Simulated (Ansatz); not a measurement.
# MP2/def2-SVP (core potential) run of InCl3 (SMILES [Cl][In]([Cl])[Cl])

Aim: the electronic atomisation energy of InCl3 at MP2/def2-SVP (core potential), from 3 runs. 

Program for the calculation: Ansatz 0.2.0.

42 further runs of the same task are left out: 6 that didn't finish, 36 set aside as unsound or not needed.

**1. Starting point**

InCl3 has 4 atoms, charge 0, and is taken as a singlet. SMILES: `[Cl][In]([Cl])[Cl]`. Geometry: relaxed at PBE0-D4/def2-TZVP.

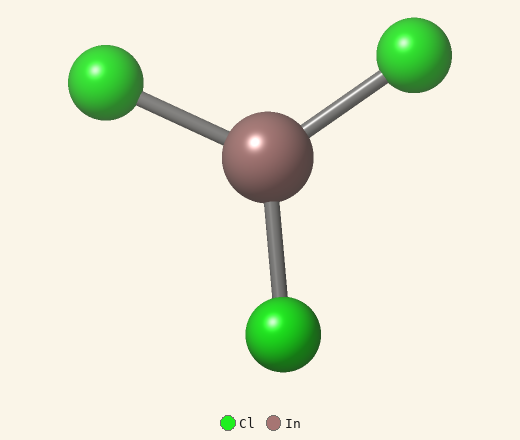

Viewed from a chosen angle; chlorine green, indium brown.

**2. A single-point energy at MP2/def2-SVP (core potential)**

The input, run.yaml:

```yaml
crystal:
  periodic: [false, false, false]
  atoms:
    - {symbol: Cl, position_ang: [-0.202900, 0.521500, 2.213600]}
    - {symbol: In, position_ang: [0.014400, -0.014800, -0.005300]}
    - {symbol: Cl, position_ang: [1.015900, -1.985200, -0.615300]}
    - {symbol: Cl, position_ang: [-0.772000, 1.418300, -1.613200]}
basis:
  gaussian:
    orbitals: def2-SVP
correlation:
  method: mp2
  frozen_orbitals: {Cl: 5, In: 4}
accuracy: high
```

Started as:

```console
$ ansatz run run.yaml --threads 1 --pin off --max-ram 3480MiB --events-out events.jsonl --progress --plain --runs-dir runs
```

The program printed:

```text
Warning: RAYON_NUM_THREADS=1 ignored (pool sized by the plan → 1); use --threads N
Functional definition: HF
  name "HF"
  exchange = exact_x
  correlation = 0
1621 factors; integrals over basis functions are off by at most 1.1e-8 eV
mean field evaluation 1: about -42650.4694 eV, gradient 2.1e1 eV
mean field evaluation 2: about -42650.6299 eV, gradient 2.1e1 eV
mean field evaluation 4: about -42652.1075 eV, gradient 1.1e0 eV
mean field evaluation 8: about -42652.1271 eV, gradient 2.0e-5 eV
mean field evaluation 16: about -42652.1271 eV, gradient 1.5e-8 eV
mean field -42652.12706999 eV, -1567.4367591720 hartree, gradient 1.6e-8 eV, S^2 0.000000; 0 other end points of the search recorded, 0 dependent functions left out
19 core orbitals not correlated: weight in the atoms' cores, before any rotation towards them, 1.000 or more for the frozen orbitals, at most 0.000 for the correlated occupied ones
reference -42652.12706999 eV, -1567.4367591720 hartree; 17, 17 occupied and 44, 44 virtual orbitals, 1621 factors
second order -12.72728153 eV of doubles, -0.00000000 eV of singles
Total energy: -42664.85435152 eV, -1567.9044781412 hartree
```

Wall time 2.6 s (1 thread of Arm Neoverse V2, shared host); peak memory 0.22 GiB.

**3. The Cl atom**

The input, run.yaml:

```yaml
crystal:
  periodic: [false, false, false]
  atoms:
    - symbol: Cl
      position_ang: [0.000000, 0.000000, 0.000000]
basis:
  gaussian:
    orbitals: def2-SVP
correlation:
  method: mp2
  frozen_orbitals: {Cl: 5}
magnetization:
  spin_polarized: true
  initial_magnetization: 1
accuracy: high
total_charge: 0
```

Started as:

```console
$ ansatz run run.yaml --threads 1 --pin off --max-ram 3480MiB --events-out events.jsonl --progress --plain --runs-dir runs
```

The program printed, shortened:

```text
Warning: RAYON_NUM_THREADS=1 ignored (pool sized by the plan → 1); use --threads N
[... 2 set-up lines as earlier in the session ...]
[...]
134 factors; integrals over basis functions are off by at most 2.6e-9 eV
[...]
mean field -12498.71497284 eV, -459.3193033187 hartree, gradient 2.3e-8 eV, S^2 0.755409; 3 other end points of the search recorded, 0 dependent functions left out
5 core orbitals not correlated: weight in the atoms' cores, before any rotation towards them, 1.000 or more for the frozen orbitals, at most 0.000 for the correlated occupied ones
reference -12498.71497284 eV, -459.3193033187 hartree; 4, 3 occupied and 9, 10 virtual orbitals, 134 factors
second order -2.96433346 eV of doubles, -0.00000000 eV of singles
Total energy: -12501.67930631 eV, -459.4282405641 hartree
```

Run time: 0.08 s. Hardware: 1 thread of Arm Neoverse V2, shared host.

**4. The In atom**

The input, in.yaml:

```yaml
crystal:
  periodic: [false, false, false]
  atoms:
    - {symbol: In, position_ang: [0.000000, 0.000000, 0.000000]}
basis:
  gaussian:
    orbitals: def2-SVP
magnetization:
  spin_polarized: true
  initial_magnetization: 1
correlation:
  method: mp2
  frozen_orbitals: {In: 4}
accuracy: high
```

Run the same way, it converges to -189.25629 Eh (log not shown).

**5. Summary of results**

Level: MP2/def2-SVP (core potential), 19 core orbitals frozen.

| quantity | value |
| --- | --- |
| molecule: total energy | -1567.90448 Eh |
| molecule: correlation energy (19 core orbitals frozen) | -467.7 mEh |
| Cl atom: total energy | -459.42824 Eh |
| Cl atom: correlation energy (5 core orbitals frozen) | -108.9 mEh |
| Cl atom: ⟨S²⟩ of the reference determinant | 0.755 |
| In atom: total energy | -189.25629 Eh |
| In atom: correlation energy (4 core orbitals frozen) | -50.0 mEh |
| In atom: ⟨S²⟩ of the reference determinant | 0.759 |
| electronic atomisation energy | 9.890 eV |

**Reading.** Taking the molecule apart into free atoms costs 9.89 eV (228 kcal/mol), before zero-point energy and without spin-orbit coupling.
